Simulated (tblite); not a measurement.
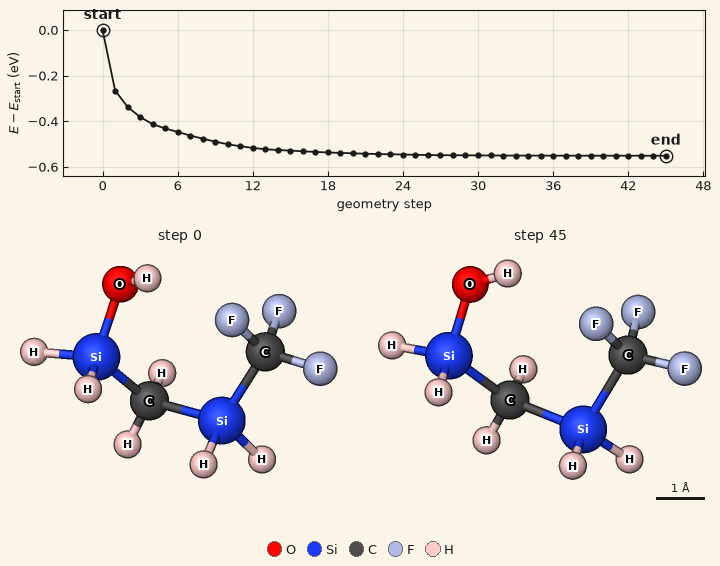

First and last geometry of a relaxation of C2H7F3OSi2, with the history of the run. The picture is a ball-and-stick view, seen at a tilt.

Computed with tblite 0.8.0, GFN2-xTB geometry optimisation, gas phase. 

### What do the curves and the structures tell?

It converged. The atom that moves furthest after the best rigid fit is an H atom (0.27 Å). Largest moves by element: H 0.27 Å, O 0.22 Å, Si 0.19 Å, F 0.12 Å, C 0.10 Å. Some distances before and after: C–Si 1.833 → 1.951 Å, C–Si 1.835 → 1.926 Å, O–Si 1.659 → 1.614 Å, H–Si 1.484 → 1.456 Å. Bond angles that change, for instance: Si–C–Si 107.4° → 117.9°, C–Si–H 112.8° → 103.0°, C–Si–H 106.2° → 115.4°. Groups turn about O–Si by about 30°. After 45 geometry steps the energy has fallen by 0.551 eV. The run took 0.54 s on 1 thread of Intel(R) Xeon(R) Platinum 8259CL CPU @ 2.50GHz (shared host).
